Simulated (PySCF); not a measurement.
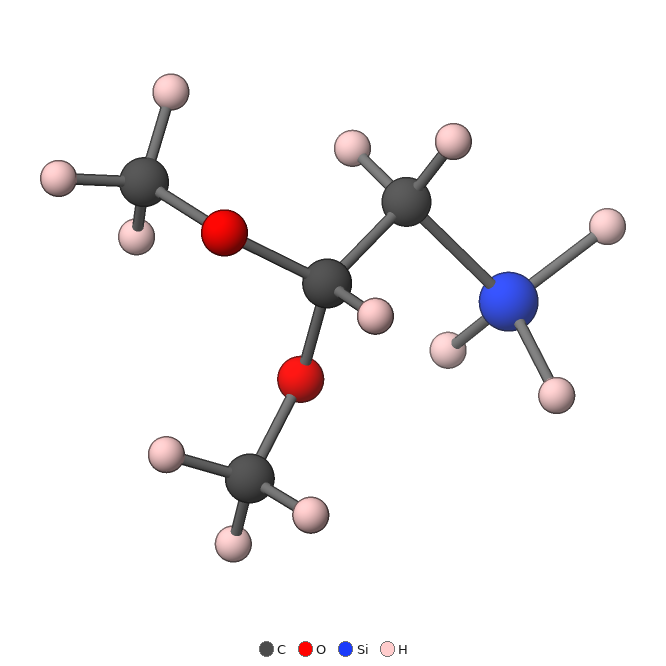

The geometry was computed by an optimisation with GFN2-xTB. No frequency run is at hand to confirm it as a minimum.

Description:

The molecule is C4H12O2Si. SMILES: `COC(C[SiH3])OC`. It has no ring. Among its groups: ether, Si–H bond. This geometry has C1 symmetry. Coordination: 4 C tetrahedral; 2 O bent; 1 Si tetrahedral.

The parts below concern this one geometry. Atoms keep their numbers from picture to picture.

## Quadrupole coupling

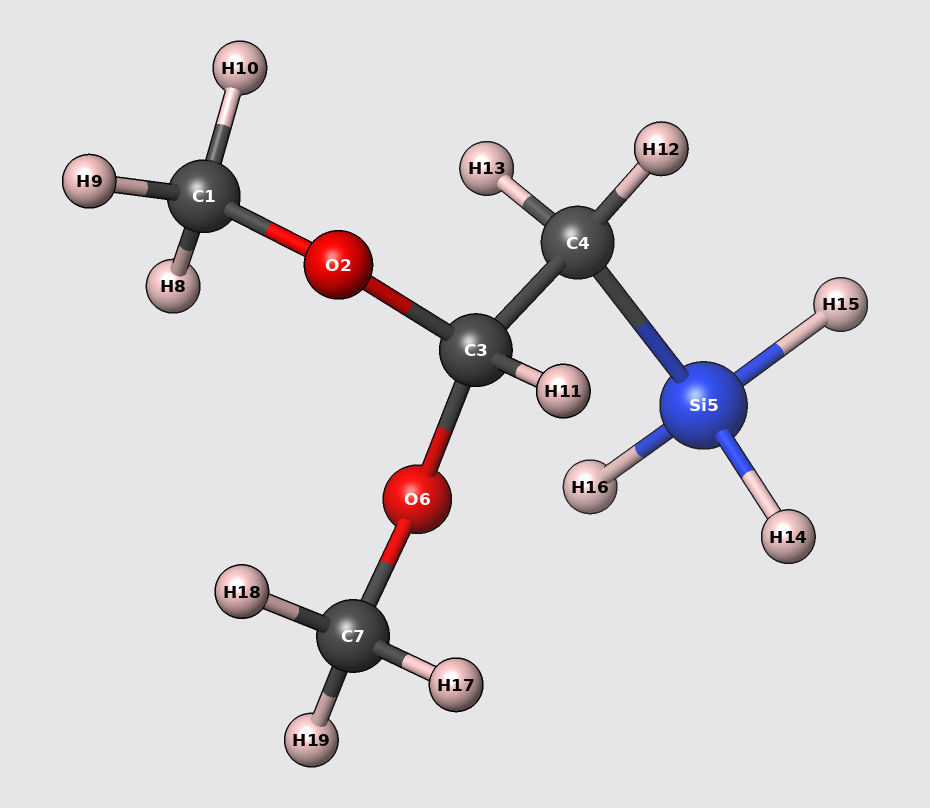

No frequency run is at hand to confirm it as a minimum. Electric field gradients from the ground-state density, PBE0/pcSseg-1 (PySCF 2.14.0), non-relativistic apart from any core potentials.

Give the largest field-gradient component, the quadrupole coupling constant and the asymmetry for 17O at O2 (Q = −25.6 mb), 17O at O6 (Q = −25.6 mb), 2H at H8 (Q = 2.86 mb), 2H at H9 (Q = 2.86 mb), 2H at H10 (Q = 2.86 mb), 2H at H11 (Q = 2.86 mb).

```json
{"atom": "O2", "V_zz (a.u.)": "1.992", "e²qQ/h (MHz)": "−11.98", "η": "0.87"}
{"atom": "O6", "V_zz (a.u.)": "1.887", "e²qQ/h (MHz)": "−11.35", "η": "0.89"}
{"atom": "H8", "V_zz (a.u.)": "0.293", "e²qQ/h (MHz)": "0.197", "η": "0.07"}
{"atom": "H9", "V_zz (a.u.)": "0.306", "e²qQ/h (MHz)": "0.206", "η": "0.06"}
{"atom": "H10", "V_zz (a.u.)": "0.295", "e²qQ/h (MHz)": "0.198", "η": "0.06"}
{"atom": "H11", "V_zz (a.u.)": "0.269", "e²qQ/h (MHz)": "0.181", "η": "0.02"}
```

## Polarisability

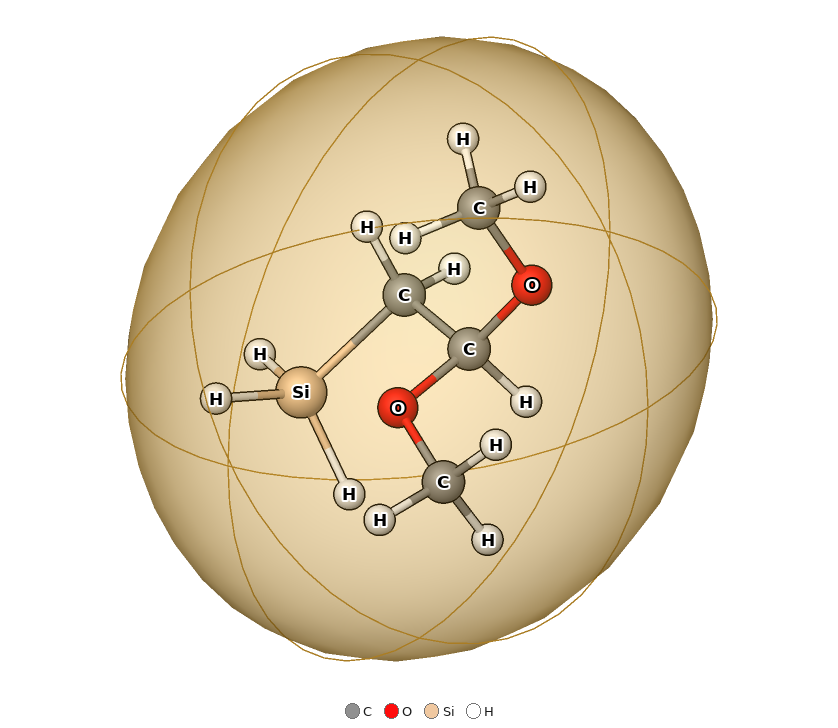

The ellipsoid shows the static dipole polarisability: its half-axes are proportional to the principal values. No frequency run is at hand to confirm it as a minimum. Level of theory: PBE0/def2-SVPD (PySCF 2.14.0).

**Give the principal values, the mean and the anisotropy.**

Principal values 75.1, 86.7, 96.5 bohr³; mean 86.1 bohr³ (12.76 Å³); anisotropy 18.5 bohr³, so the longest axis is 1.28 times the shortest.

## NMR shielding

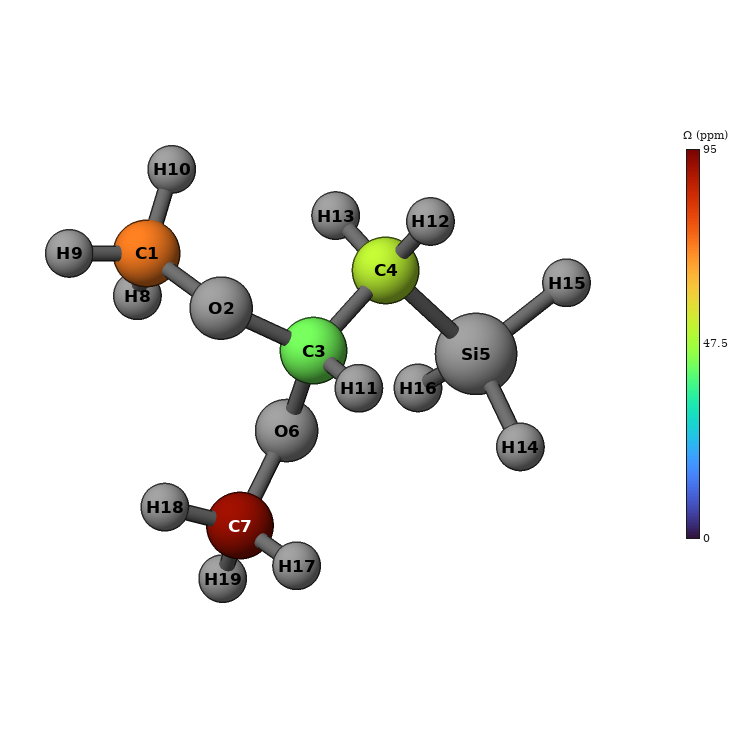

The C atoms are coloured by the span of their shielding tensor. No frequency run is at hand to confirm it as a minimum. Properties computed with GIAO PBE0/pcSseg-1 NMR shielding, non-relativistic, gas phase (PySCF 2.14.0). Principal shieldings σ11 ≤ σ22 ≤ σ33, span Ω = σ33 − σ11, skew κ = 3(σiso − σ22)/Ω.

**Which C atom has the most anisotropic shielding?**

C7, with a span of 91 ppm.

Give the shielding tensors of the C atoms.

```csv
atom,σ11,σ22,σ33,σiso,Ω,κ
C1,112.5,121.8,184.1,139.5,71.5,0.74
C3,58.4,83.8,100.8,81.0,42.5,−0.20
C4,146.3,175.7,197.7,173.2,51.4,−0.14
C7,93.9,112.0,184.6,130.2,90.7,0.60
```

Shieldings and span in ppm.

## Charges

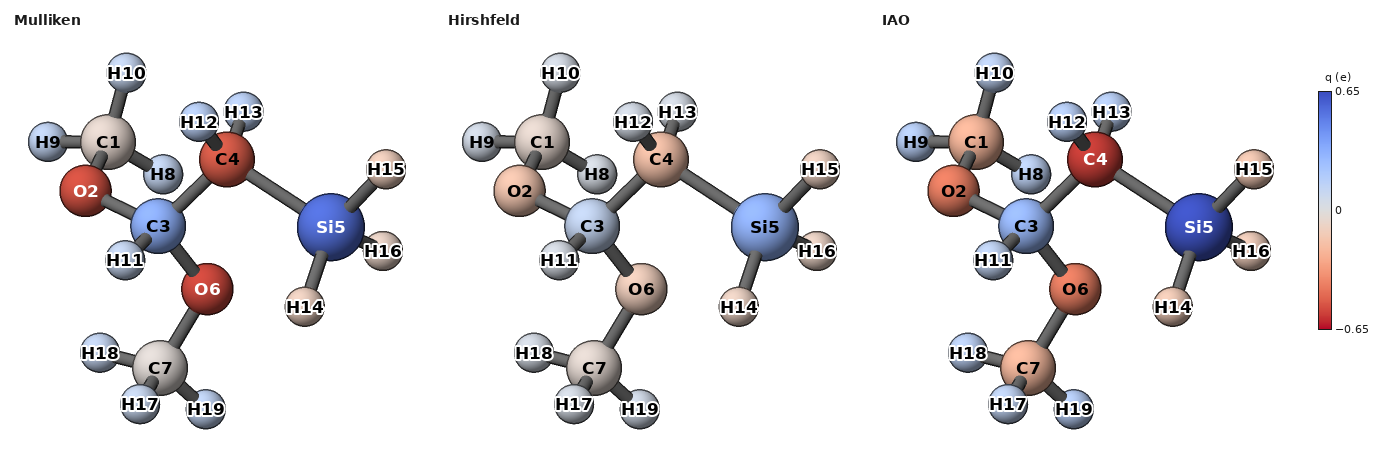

Atomic charges of one calculation by 3 schemes, on one colour scale. No frequency run is at hand to confirm it as a minimum. Method: PBE0/pcSseg-1 (PySCF 2.14.0).

**On which atom do the schemes disagree most?**

On O6 (from −0.54 to −0.11 e).

List the charges (e), one line for each set of equivalent atoms.

```json
{"atom": "C1", "Mulliken": "−0.05", "Hirshfeld": "−0.05", "IAO": "−0.21"}
{"atom": "O2", "Mulliken": "−0.51", "Hirshfeld": "−0.15", "IAO": "−0.40"}
{"atom": "C3", "Mulliken": "0.31", "Hirshfeld": "0.11", "IAO": "0.27"}
{"atom": "C4", "Mulliken": "−0.49", "Hirshfeld": "−0.17", "IAO": "−0.56"}
{"atom": "Si5", "Mulliken": "0.53", "Hirshfeld": "0.29", "IAO": "0.62"}
{"atom": "O6", "Mulliken": "−0.54", "Hirshfeld": "−0.11", "IAO": "−0.40"}
{"atom": "C7", "Mulliken": "−0.02", "Hirshfeld": "−0.04", "IAO": "−0.21"}
{"atom": "H8", "Mulliken": "0.11", "Hirshfeld": "0.04", "IAO": "0.13"}
{"atom": "H9", "Mulliken": "0.12", "Hirshfeld": "0.05", "IAO": "0.16"}
{"atom": "H10", "Mulliken": "0.11", "Hirshfeld": "0.04", "IAO": "0.13"}
{"atom": "H11", "Mulliken": "0.10", "Hirshfeld": "0.04", "IAO": "0.13"}
{"atom": "H12", "Mulliken": "0.15", "Hirshfeld": "0.05", "IAO": "0.16"}
{"atom": "H13", "Mulliken": "0.14", "Hirshfeld": "0.04", "IAO": "0.15"}
{"atom": "H14", "Mulliken": "−0.09", "Hirshfeld": "−0.08", "IAO": "−0.12"}
{"atom": "H15", "Mulliken": "−0.11", "Hirshfeld": "−0.09", "IAO": "−0.14"}
{"atom": "H16", "Mulliken": "−0.08", "Hirshfeld": "−0.08", "IAO": "−0.11"}
{"atom": "H17", "Mulliken": "0.10", "Hirshfeld": "0.04", "IAO": "0.13"}
{"atom": "H18", "Mulliken": "0.11", "Hirshfeld": "0.04", "IAO": "0.14"}
{"atom": "H19", "Mulliken": "0.12", "Hirshfeld": "0.05", "IAO": "0.16"}
```

Mulliken values depend strongly on the basis set and can even reverse the polarity of a bond. The geometry is semi-empirical. Around Si such bond lengths and angles can be off by a tenth of an ångström or more and by several degrees, and values that hang on the shape move with them.
